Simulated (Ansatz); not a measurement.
Run report: Ti8O, single-point calculation (part 1 of 3)

The run: single-point calculation of Ti8O (slab, 18 atoms in the cell). Method and program: DFT PBE, scalar-relativistic, plane waves, PAW, spin-polarised (Ansatz 0.2.0).

The structure derives from an entry of the Crystallography Open Database. Figures and captions count atoms from 1; the log counts them from 0 in places.

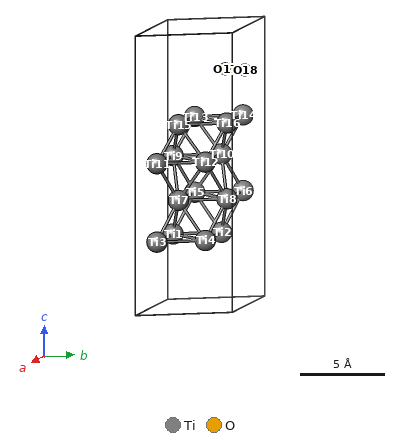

The structure (ball-and-stick view of the cell of the calculation, with the vacuum cut short, seen slightly off an axis; atoms are numbered from 1 in the order of the input).

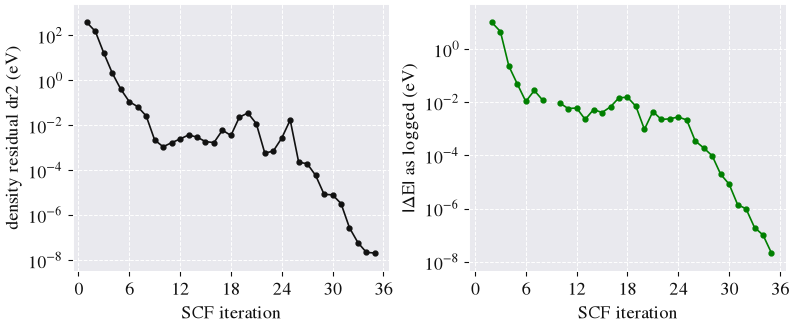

Convergence of the self-consistent field: density residual dr2 and size of the energy change against the SCF iteration. The residual falls unevenly and jumps up by a factor of two or more 4 times on the way down.

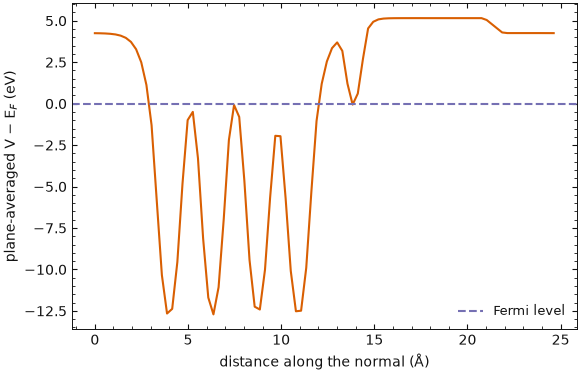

Plane average of the electrostatic potential energy of an electron across the cell, from the Fermi level. The vacuum level lies 5.16 eV above the Fermi level on the upper side and 4.26 eV on the lower.

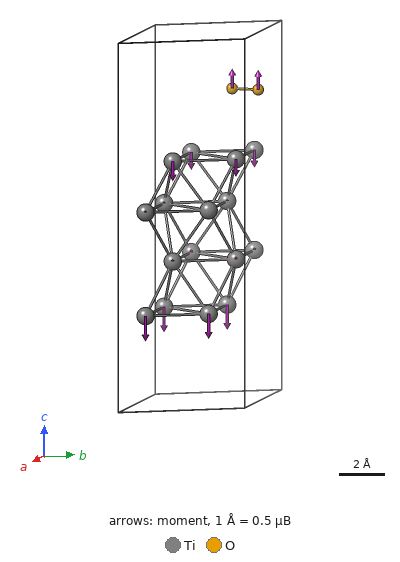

Magnetic moments of the sites as pink arrows (ball-and-stick view of the cell of the calculation, with the vacuum cut short, seen slightly off an axis); small moments hardly show. The run is collinear, so the axis drawn is arbitrary. Site moments: Ti1, Ti2, Ti3, Ti4 (−0.58 μB); Ti15 (−0.46 μB); O17, O18 (0.46 μB); Ti13, Ti14, Ti16 (−0.41 μB); Ti5 (0.07 μB); Ti6, Ti7, Ti8 (0.06 μB). They are counted near the atoms and needn't add up to the moment of the cell. Atoms are counted from 1 in the order of the input.

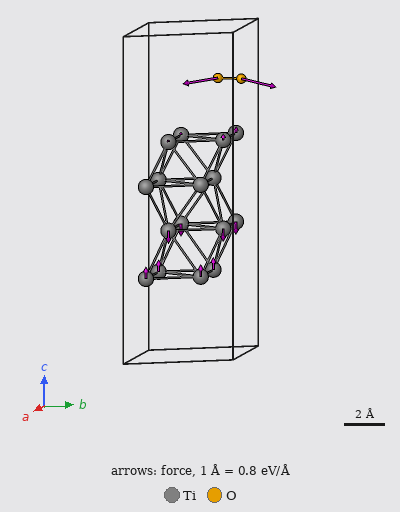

Forces on the atoms as pink arrows (ball-and-stick view of the cell of the calculation, with the vacuum cut short, seen slightly off an axis); the smallest are left out. The largest act on O17 (1.52 eV/Å); O18 (1.51 eV/Å); Ti6, Ti7, Ti8 (0.56 eV/Å); Ti5 (0.55 eV/Å), among others. Atoms are counted from 1 in the order of the input and aren't labelled in the picture. The geometry is not a stationary point of this energy.

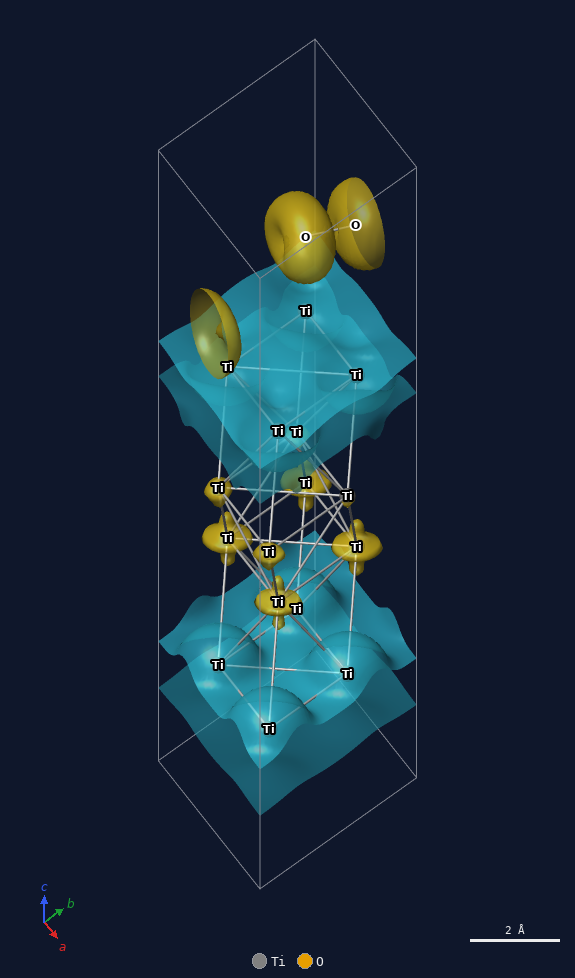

Isosurfaces of the magnetisation density (up minus down) at +0.03 (yellow) and −0.03 e/Å³ (cyan), seen at an oblique angle. Sticks mark near contacts. The spin density sits on Ti: −0.5 μB (×8); O: +0.5 μB (×2) in one cell of 18 atoms: ferrimagnetic. The cell of the calculation (18 atoms) carries 4.3 μB net. The fields are those of the smooth PAW valence density.

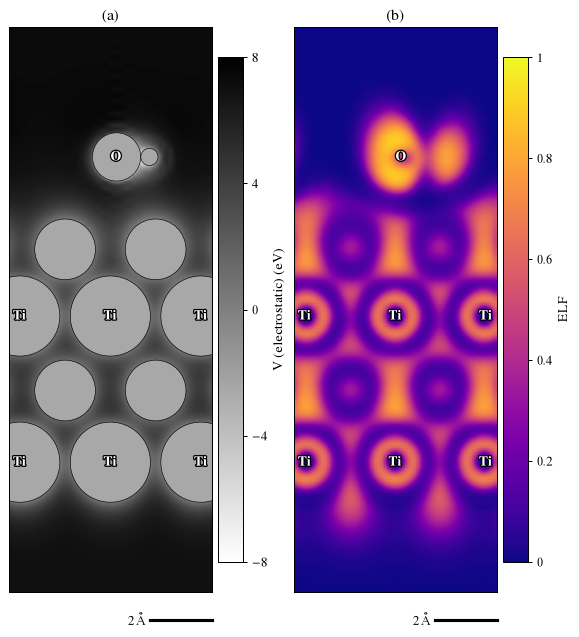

(a) electrostatic potential (local pseudopotential plus Hartree) felt by an electron; (b) electron localisation function on the (11̄0) plane of the calculation cell, a cut from vacuum to vacuum. Grey discs, where drawn, cover atomic cores. Atoms in the plane: Ti and O. Ti–Ti (2.94 Å): the ELF is about 0.30 at the midpoint; no localised pair between them. The strong features right at Ti lie inside the PAW spheres (semicore, d or f shells) and say nothing about bonding.

The input and output of the run follow.

### Input
```yaml
crystal:
  lattice:
    - [5.8769161224, 0.0, 0.0]
    - [-2.9384580612, 5.0895586579, 0.0]
    - [0.0, 0.0, 24.9046136988]
  atoms:
    - { symbol: Ti, position: [0.3333333333, 0.1666666667, 0.1606128105] }
    - { symbol: Ti, position: [0.3333333333, 0.6666666667, 0.1606128105] }
    - { symbol: Ti, position: [0.8333333333, 0.1666666667, 0.1606128105] }
    - { symbol: Ti, position: [0.8333333333, 0.6666666667, 0.1606128105] }
    - { symbol: Ti, position: [0.1666666667, 0.3333333333, 0.2539817354] }
    - { symbol: Ti, position: [0.1666666667, 0.8333333333, 0.2539817354] }
    - { symbol: Ti, position: [0.6666666667, 0.3333333333, 0.2539817354] }
    - { symbol: Ti, position: [0.6666666667, 0.8333333333, 0.2539817354] }
    - { symbol: Ti, position: [0.3333333333, 0.1666666667, 0.3510181726] }
    - { symbol: Ti, position: [0.3333333333, 0.6666666667, 0.3510181726] }
    - { symbol: Ti, position: [0.8333333333, 0.1666666667, 0.3510181726] }
    - { symbol: Ti, position: [0.8333333333, 0.6666666667, 0.3510181726] }
    - { symbol: Ti, position: [0.1666666667, 0.3333333333, 0.4378551633] }
    - { symbol: Ti, position: [0.1666666667, 0.8333333333, 0.4378551633] }
    - { symbol: Ti, position: [0.6666666667, 0.3333333333, 0.4378551633] }
    - { symbol: Ti, position: [0.6666666667, 0.8333333333, 0.4378551633] }
    - { symbol: O, position: [0.3562488543, 0.7124977086, 0.5583147712], spin: 1.0 }
    - { symbol: O, position: [0.477084479, 0.9541689581, 0.5583147712], spin: 1.0 }
basis:
  ecutwfc: 420
kpoints:
  mp_grid: { grid: [6, 6, 1] }
hamiltonian:
  xc: pbe
scf:
  occupations: { method: gaussian, width: 0.1 }
output:
  forces: true
  eigenvalues: true
  populations: true
  write_density: true
  write_potential: true
  elf: true
  volumetric_format: npy
magnetization:
  spin_polarized: true
efield:
  axis: 3
  dipole_correction: true
  ramp_width: 0.04
```

Launched with:
```bash
ansatz run input.yaml --threads 8 --pin off --max-ram 22528MiB --backend cpu --events-out ev --progress --plain --runs-dir out
```

### Output
```
Engine: ansatz 0.2.0, aarch64-unknown-linux-gnu
Pseudopotentials: kind: paw
Pseudopotential: Ti, paw, valence charge 12, recommended cutoff 420 eV (normal), Ti.paw.azcp
Pseudopotential: O, paw, valence charge 6, recommended cutoff 420 eV (normal), O.paw.azcp
Functional definition: PBE
  parameter kappa = 0.804
  parameter beta = 0.06672455060314922
  exchange = pbe_x(kappa = kappa, mu = beta*pi^2/3)
  correlation = pbe_c(beta = beta)
Crystal: 18 atoms, lattice volume = 744.920 Å³
Basis set: ecut = 420 eV, 14519 PW (Γ), exchange–correlation on 80×80×360 points (8 copies of the dense FFT grid, shifted against one another)
Bands: 124, of which v1, the nominal top of the filled ones, is band 102 counted from 1 (101 counted from 0)
Symmetry: 2 space group operations
k-points: 13 of 36 (time reversal used)
Non-local potential: Ti, projectors of the file, l = 0: 3, l = 1: 2, l = 2: 3, l = 3: 1
Non-local potential: O, projectors of the file, l = 0: 2, l = 1: 2, l = 2: 1
PAW form: soft (Blöchl's): semilocal exchange-correlation on the pseudo side does not see the compensation charge
PAW one-centre angular grid: Ti, 590 points (default); XC on 64 Gauss nodes
PAW one-centre angular grid: O, 110 points (default); XC on 64 Gauss nodes
Starting moments: Σ|m| = 2 μB on 2 of 18 sites
Initial wavefunctions: pseudopotential atomic-orbital guess
Functional: x = pbe(κ = 0.804, μ = 0.2195149727645171), c = pbe(β = 0.06672455060314922)
```
